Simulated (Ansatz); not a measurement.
**CsF (SMILES [F][Cs]) at wPBEh-D3(BJ)-ATM/def2-mTZVP (damping of pbe)**

What is the vertical singlet–triplet gap of CsF at wPBEh-D3(BJ)-ATM/def2-mTZVP (damping of pbe)? 

The calculation is run with Ansatz 0.2.0.

10 further runs of the same task are left out: 1 for a known fault of the program, 3 that didn't finish, 6 set aside as unsound or not needed.

## (1) The system as given

CsF: 2 atoms, total charge 0, spin state singlet. As SMILES, `[F][Cs]`. Geometry: the measured bond length.

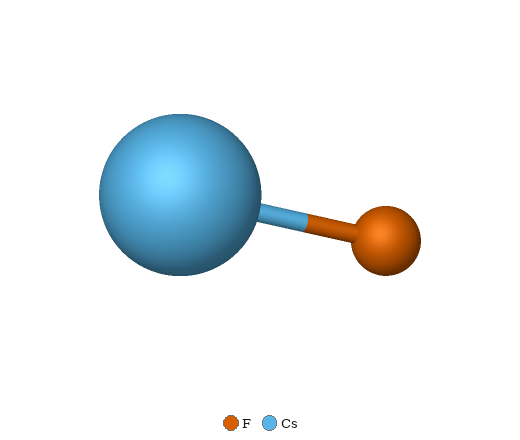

The structure, seen from a chosen angle (fluorine orange, caesium blue).

## (2) Energy and gradient at wPBEh-D3(BJ)-ATM/def2-mTZVP (damping of pbe)

The input, job.yaml:

```yaml
crystal:
  periodic: [false, false, false]
  atoms:
    - {symbol: F, position_ang: [0.000000, 0.000000, 0.000000]}
    - {symbol: Cs, position_ang: [0.000000, 0.000000, 2.345351]}
basis:
  gaussian:
    orbitals: def2-mTZVP
hamiltonian:
  xc: {name: wPBEh}
  dispersion: {method: d3bjatm, functional: pbe}
output:
  forces: true
```

Run with:

```sh
$ ansatz run job.yaml --threads 1 --pin off --max-ram 2610MiB --events-out events.jsonl --progress --plain --runs-dir runs
```

The program printed:

```text
Warning: RAYON_NUM_THREADS=1 ignored (pool sized by the plan → 1); use --threads N
Functional definition: wPBEh
  name "wPBEh"
  parameter a = 0.25
  parameter omega = 0.11/bohr
  exchange = wpbe_x - a*pbe_x_sr(omega) + a*exact_x_sr(omega)
  correlation = pbe_c
422 factors; integrals over basis functions are off by at most 4.3e-4 eV
75 factors; integrals over basis functions are off by at most 2.1e-5 eV
mean field evaluation 1: about -3261.0963 eV, gradient 5.2e1 eV
mean field evaluation 2: about -2963.1342 eV, gradient 2.2e2 eV
mean field evaluation 4: about -3265.4802 eV, gradient 4.7e0 eV
mean field evaluation 8: about -3265.5489 eV, gradient 3.1e-1 eV
mean field evaluation 16: about -3265.5490 eV, gradient 2.6e-5 eV
mean field -3265.54901317 eV, -120.0067127654 hartree, gradient 2.6e-5 eV, S^2 0.000000; 0 other end points of the search recorded, 0 dependent functions left out
the calculation of the forces begins
reference -3265.54909396 eV, -120.0067157344 hartree; 9, 9 occupied and 39, 39 virtual orbitals, 422 factors
Total energy: -3265.55825645 eV, -120.0070524497 hartree
Atom 0 at     0.000000     0.000000     0.000000 Å, force     0.000000    -0.000000    -0.337240 eV/Å
Atom 1 at     0.000000     0.000000     2.345351 Å, force    -0.000000     0.000000     0.337240 eV/Å
Dipole moment:     0.000000    -0.000000     1.590015 e Å
```

It took 1.3 s on 1 thread of Arm Neoverse V2, shared host.

## (3) The triplet

Edit job.yaml of step 2 so:

```diff
@@ -8,2 +8,5 @@
     orbitals: def2-mTZVP
+magnetization:
+  spin_polarized: false
+  initial_magnetization: 2
 hamiltonian:
```

Run with:

```sh
$ ansatz run job.yaml --threads 1 --pin off --max-ram 2610MiB --events-out events.jsonl --progress --plain --runs-dir runs
```

The program printed, shortened:

```text
Warning: RAYON_NUM_THREADS=1 ignored (pool sized by the plan → 1); use --threads N
Functional definition: wPBEh
  name "wPBEh"
[...]
422 factors; integrals over basis functions are off by at most 4.3e-4 eV
75 factors; integrals over basis functions are off by at most 2.1e-5 eV
[...]
mean field -3260.07390878 eV, -119.8055063902 hartree, gradient 1.0e-5 eV, S^2 2.000000; 7 other end points of the search recorded, 0 dependent functions left out
[...]
reference -3260.07395824 eV, -119.8055082078 hartree; 10, 8 occupied and 38, 40 virtual orbitals, 422 factors
Total energy: -3260.08312073 eV, -119.8058449231 hartree
Atom 0 at     0.000000     0.000000     0.000000 Å, force    -0.000000     0.000000    -1.297747 eV/Å
Atom 1 at     0.000000     0.000000     2.345351 Å, force     0.000000    -0.000000     1.297747 eV/Å
Dipole moment:    -0.000000    -0.000000    -0.145956 e Å
```

It took 10 s on 1 thread of Arm Neoverse V2, shared host; peak memory 0.14 GiB.

## (4) Summary of results

Level: wPBEh-D3(BJ)-ATM/def2-mTZVP (damping of pbe).

| quantity | value |
| --- | --- |
| singlet: total energy | -120.00705 Eh |
| singlet: dipole moment | 7.64 D |
| singlet: dispersion energy | -0.88 kJ/mol |
| singlet: largest force on an atom | 0.337 eV/Å |
| triplet: total energy | -119.80584 Eh |
| triplet: dipole moment | 0.70 D |
| triplet: dispersion energy | -0.88 kJ/mol |
| triplet: ⟨S²⟩ | 2.000 |
| triplet: largest force on an atom | 1.298 eV/Å |
| vertical energy of the triplet above the singlet | 5.475 eV |

**Reading.** At this shape the triplet lies 5.48 eV (528 kJ/mol) above the singlet. The largest force (singlet) is 0.34 eV/Å: the shape isn't a stationary point for this species at this level.
